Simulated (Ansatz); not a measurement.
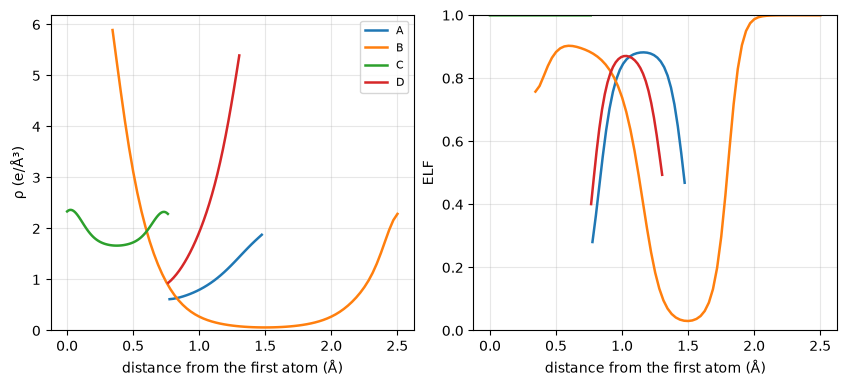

*ClH3OSi···H2. Total electron density and ELF along straight lines between neighbouring atoms. The curves leave out the atomic cores.*

Level of theory: RKS PBE0/def2-SVP in Ansatz 0.2.0.

Input

```
crystal:
  periodic: [false, false, false]
  atoms:
    - { symbol: Si, position_ang: [-0.088527, -0.179662, 0.042321] }
    - { symbol: O, position_ang: [-0.004997, -0.25868, 1.707161] }
    - { symbol: H, position_ang: [-0.796855, -0.530176, 2.183014] }
    - { symbol: Cl, position_ang: [1.824166, -0.477474, -0.655311] }
    - { symbol: H, position_ang: [-0.595804, 1.118521, -0.460027] }
    - { symbol: H, position_ang: [-0.933284, -1.289806, -0.479221] }
    - { symbol: H, position_ang: [1.114425, 2.044271, 0.897912] }
    - { symbol: H, position_ang: [0.850875, 1.774406, 1.508951] }
basis:
  gaussian: { orbitals: def2-SVP }
hamiltonian:
  xc: pbe0
relax:
  f_tol: 0.03
  max_steps: 50
output:
  orbitals: {}
```

Command:

```sh
ansatz run input.yaml --threads 1 --pin off --max-ram 2048MiB --backend cpu --events-out ev --progress --plain --runs-dir out
```

The fields are those of the run's last geometry, not of the input's.

> Which curve belongs to which contact (H–H, O–H, Si–Cl and Si–O)? The first atom named is at distance zero.

Curve A: Si–Cl (2.07 Å): ρ at the midpoint is about 0.85 e/Å³; the ELF peaks at about 0.90 between the atoms, as expected for a shared but strongly polarised pair. Curve B: O2···H8 (2.50 Å): the density falls to about 0.06 e/Å³ on the way; the ELF dips to about 0.05 between them; a non-bonded, intermolecular contact. Curve C: H–H (0.76 Å): the density is about 1.7 e/Å³ at the midpoint; the ELF peaks at about 1 between the atoms. Curve D: Si–O (1.66 Å): the density is about 1.1 e/Å³ at the midpoint; the ELF peaks at about 0.85 between the atoms; a polar covalent bond.
